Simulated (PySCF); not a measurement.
GaHNP (SMILES [P]=[NH+][Ga]) (charge +1, doublet)

Input

```
# [P]=[NH+][Ga]
from pyscf import gto, dft

molecule = gto.M(
    atom='''
Ga     2.076766    -0.163272     0.028080
N     -0.174628    -0.486615     0.251215
P     -1.062197    -0.169263     1.522660
H     -0.638082    -0.882881    -0.579530
''',
    charge=1,
    basis='def2-tzvpd',
    verbose=3,
    max_memory=3720,
    spin=1,
)

mf = dft.UKS(molecule)
mf.xc = 'pbe0'
mf = mf.density_fit(auxbasis='def2-universal-jkfit')
mf.grids.level = 3
mf.conv_tol = 1e-09
mf.max_cycle = 100
mf.kernel()
if not mf.converged:
    mf = mf.newton().run(mf.mo_coeff, mf.mo_occ)
for _ in range(3):
    mo, _, stable, _ = mf.stability(return_status=True)
    if stable:
        break
    mf.kernel(mf.make_rdm1(mo, mf.mo_occ))

e_final = mf.e_tot
print('Final energy', e_final)
grad = mf.nuc_grad_method().kernel()
mf.analyze()
```

Command:

```sh
OMP_NUM_THREADS=2 python run.py
```

Geometry: PBE0-D3(BJ)/pcseg-1.

Level of theory: Gaussian-basis quantum chemistry of an isolated molecule with PySCF, energy and nuclear gradient, functional PBE0 (PySCF 2.14.0).

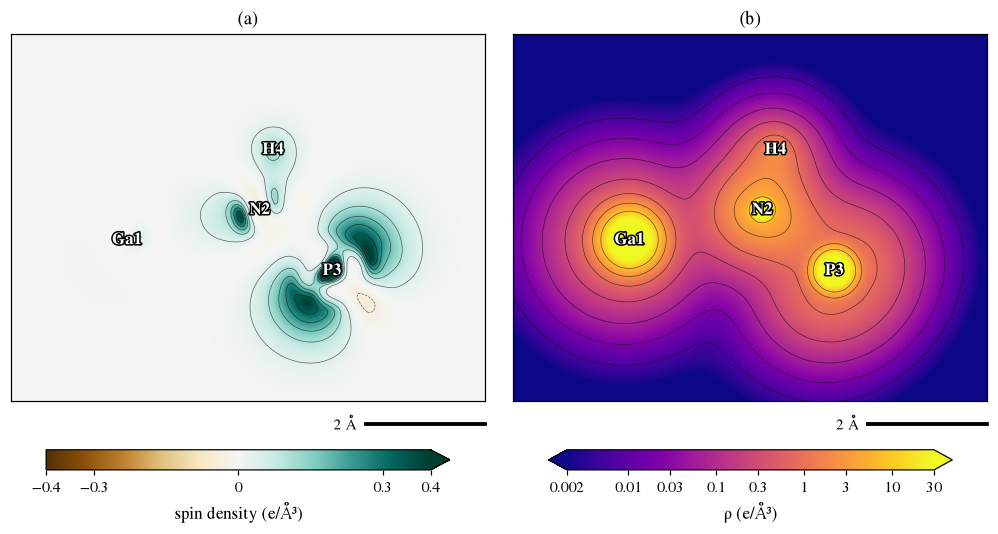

Figure 1. (a) spin density (α minus β); (b) total electron density on the molecular plane.

Interpret the plot.

Answer.
- The plane passes through Ga, N, P and H nuclei.
- P–N (1.58 Å): ρ at the midpoint is about 1.6 e/Å³.
- Ga–N (2.29 Å): ρ at the midpoint is about 0.37 e/Å³.
- N–H (1.03 Å): the density is about 2.8 e/Å³ at the midpoint.
- The unpaired spin (1 electron) lies mostly on P3 (about 0.9), in electrons by Hirshfeld's partition.

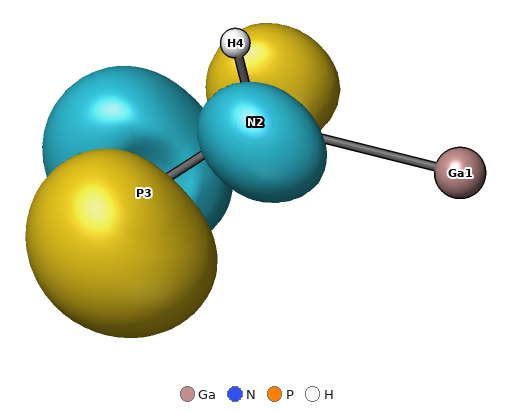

Figure 2. The LUMO (α) at ±0.15 Å⁻³ᐟ² (yellow and cyan are the two phases), seen at a tilt.

Describe this orbital and give its energy.

Answer. By Hirshfeld shares it lies mainly on P3 (about 65 %), N2 (about 20 %) and Ga1 (about 10 %); it changes sign across the molecular plane (π type); π-bonding across Ga1–N2; π-antibonding (a node) across N2–P3. Its energy is −8.12 eV.

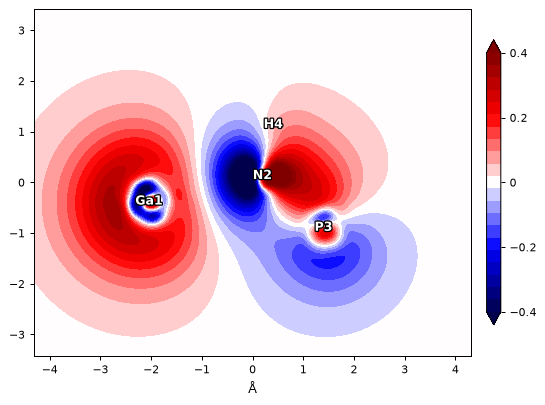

Figure 3. One frontier orbital on the molecular plane (values in Å⁻³ᐟ²; the overall sign is arbitrary).

Which orbital is it: HOMO (β) or LUMO (β)?

Answer. The HOMO (β), at −13.35 eV. By Hirshfeld shares it lies mainly on Ga1 (about 65 %), N2 (about 20 %) and P3 (about 10 %); it is symmetric in the molecular plane (an in-plane orbital: σ, lone-pair or in-plane π type).
